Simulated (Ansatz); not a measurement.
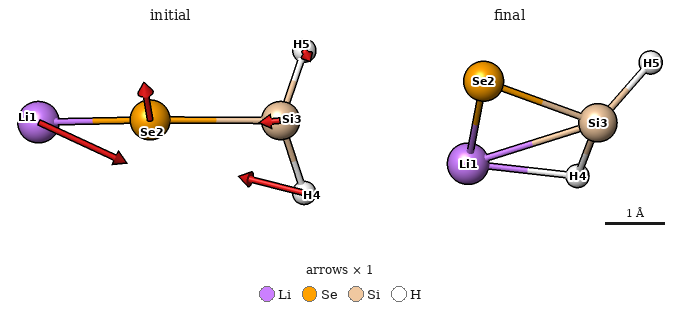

The structure of LiSiH$_{2}$Se (multiplicity 2) before (left) and after (right) a relaxation, at one scale. The red arrows give the displacements, at their true length.

Style: ball-and-stick. Shown face on.

All numbers below come from Ansatz, UKS PBE0-D4/def2-TZVP. (force threshold 0.005 eV/Å; at most 200 steps)

> What changed between the two?

The largest move after the best rigid fit is that of Li1, 1.68 Å. By element the largest moves are Li 1.68 Å, H 1.28 Å, Se 0.83 Å, Si 0.39 Å. Near-neighbour distances that change, for instance: Li1–H4 4.683 → 1.877 Å, Li1–Si3 4.221 → 2.545 Å, Si3–H4 1.463 → 1.554 Å, Li1–Se2 2.267 → 2.328 Å. New bonds form: Li1–H4 (4.68 → 1.88 Å). Bond angles that change, for instance: Li1–Se2–Si3 139.1° → 68.2°, H4–Si3–H5 111.7° → 102.0°, Se2–Si3–H5 109.8° → 117.1°. Groups turn about Se2–Si3 by about 55°. After 20 accepted moves (22 points after the start) the energy has fallen by 53.7 kJ/mol. Largest force component: 0.73 eV/Å at the start, 0.0042 eV/Å at the end. The line search rejected the trial steps at points 8, 20 of the run.
